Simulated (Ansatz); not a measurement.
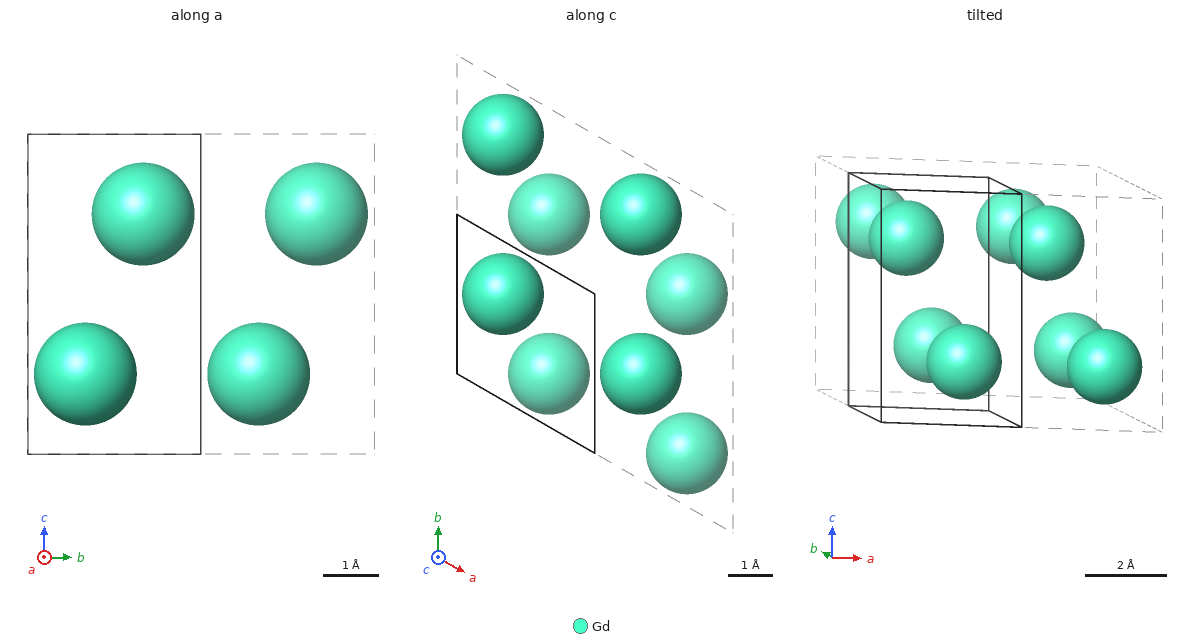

Shown here is a spheres-only view of the crystal, taken along the a axis, along the c axis and slightly off an axis. The structure is repeated 2×2×1 times; solid lines mark one conventional unit cell.

- The element is gadolinium.
- The structure has P6_3/mmc (No. 194) symmetry and a primitive hexagonal lattice.
- Its structure type: hexagonal close-packed (Mg type).
- The cell holds two atoms.
- The neighbours of Gd are twelve Gd in an anticuboctahedral arrangement at about 3.6 Å.

It derives from the standard structure of this element. It was relaxed at fixed volume with DFT PBE, spin-orbit coupling, plane waves, PAW in Ansatz.
